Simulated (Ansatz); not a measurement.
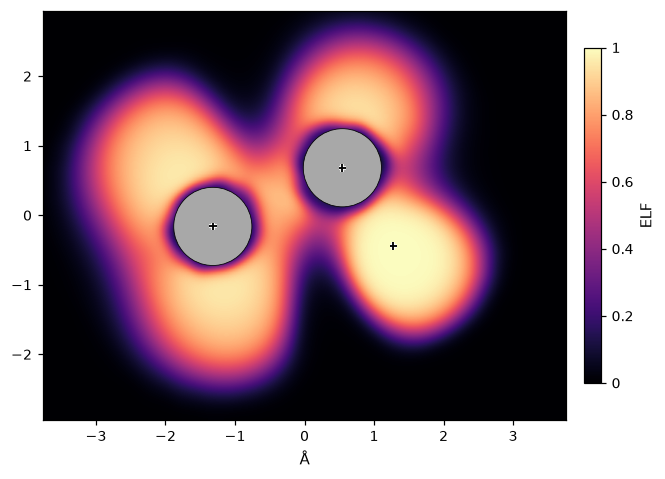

The ELF on a plane through atoms (crosses mark nuclei in the plane; grey discs cover the cores).

Computed with Ansatz 0.2.0, RKS PBE0-D4/def2-TZVPP.

Candidates:
A. NaI (SMILES [Na][I])
B. C₂H₁₀GaNSi (SMILES C[SiH](C)[NH][GaH2])
C. H₂S₂ (SMILES SS)

Question: Which candidate gave the map?

Answer: Candidate C: H₂S₂ on the plane of atoms S1, S2 and H4, which holds S and H. S–S (2.05 Å): the ELF peaks at about 0.85 between the atoms, as expected for a covalent bond. S–H (1.35 Å): the ELF climbs to about 1 towards the hydrogen, as it does in any bond to H.
